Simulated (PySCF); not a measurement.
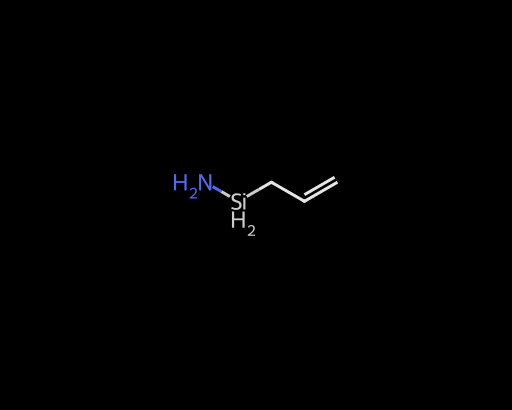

2D structure.

Question: Give its SMILES.

Answer: C=CC[SiH2]N

Question: What is the molecular formula?

Answer: C3H9NSi.

Question: An optimisation with PBE0-D3(BJ)/def2-SVP gave a structure of which point group?

Answer: C1. Other conformers may differ.

More results for the same structure follow; atom numbers are the same in all pictures, views and colours differ. The computed structure is the end point of a PBE0-D3(BJ)/def2-SVP optimisation. No frequency run is at hand to confirm it as a minimum.

**Levels of theory compared**

No frequency run is at hand to confirm it as a minimum. Program: PySCF 2.14.0.

Compare lowest singlet excitation (eV), polarisability (bohr³), HOMO energy (eV) at these levels: PBE0/6-31+G*; PBE0/aug-cc-pVDZ; PBE0/def2-SVP; PBE0/def2-TZVP; PBE0/def2-TZVPD.

| level | lowest singlet excitation (eV) | polarisability (bohr³) | HOMO energy (eV) |
| --- | --- | --- | --- |
| PBE0/6-31+G* | 5.74 | 69.8 | −6.90 |
| PBE0/aug-cc-pVDZ | 5.66 | 76.6 | −6.94 |
| PBE0/def2-SVP | 6.23 | 63.3 | −6.82 |
| PBE0/def2-TZVP | 6.06 | 71.0 | −6.93 |
| PBE0/def2-TZVPD | 5.85 | 75.9 | −6.96 |

**Core levels**

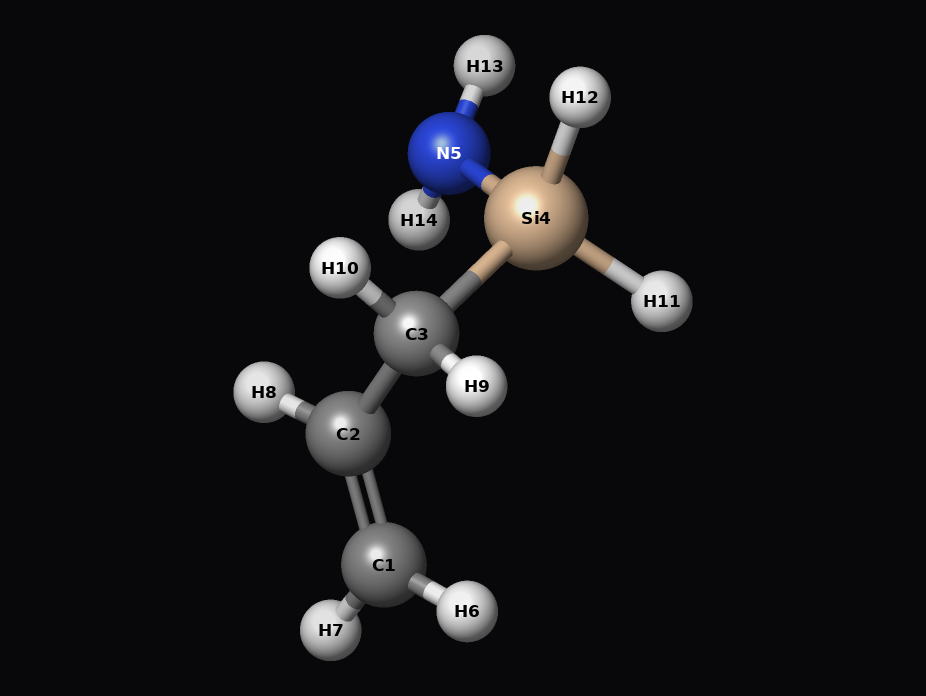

No frequency run is at hand to confirm it as a minimum. Properties computed with delta-SCF UKS PBE, pcX-2 on the ionised atom, pcseg-1 elsewhere, spin-free X2C (PySCF 2.14.0).

Give the core-electron binding energies (to vacuum; p and d levels without spin–orbit splitting) of C1 1s, C2 1s, C3 1s, Si4 1s, Si4 2p, N5 1s.

```csv
atom,level,binding energy (eV)
C1,1s,289.1
C2,1s,289.7
C3,1s,289.4
Si4,1s,1843.1
Si4,2p,106.1
N5,1s,403.7
```

**Dipole moment**

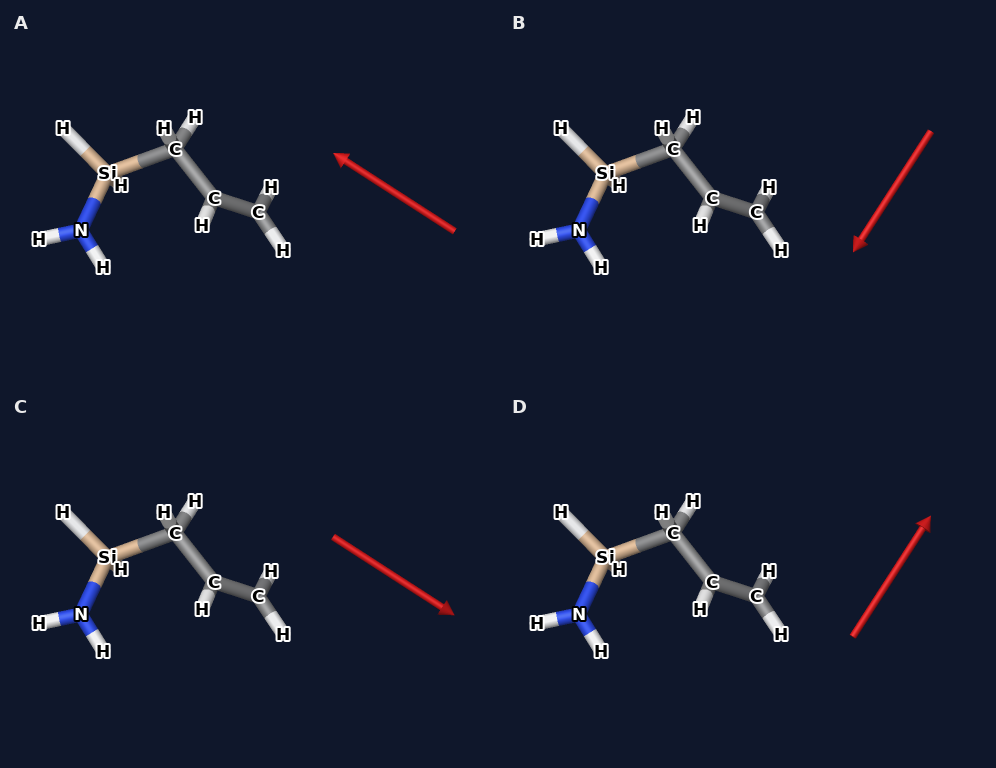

The same molecule four times, each with an arrow. No frequency run is at hand to confirm it as a minimum. Properties computed with PBE0/def2-SVP, gas phase (PySCF 2.14.0).

Question: Which arrow points along the dipole moment, from the negative to the positive end?

Answer: B. The dipole moment is 1.04 D.
